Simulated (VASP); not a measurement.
Band structure of PtAl2 (fluorite). Computed with AM05 GGA, VASP's PBE PAW potentials (set 64) (plane waves; VASP).

Unless said otherwise, spin-orbit coupling is left out, though it shifts the bands of the heavy elements here.

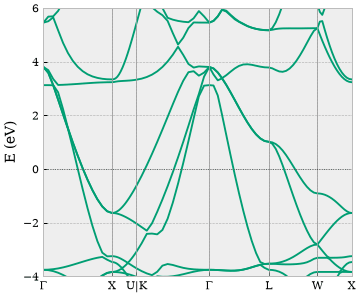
Fig. 1. Bands along high-symmetry lines, zero at the valence-band maximum or, without a gap, the Fermi level

Problem. Read the plot: is there a gap, and where are the band edges?

Solution. It has no gap at this level: it comes out as a metal or semimetal. (Edges off the drawn lines would not show.)

The compound is PtAl2 in the fluorite structure. It was relaxed first.
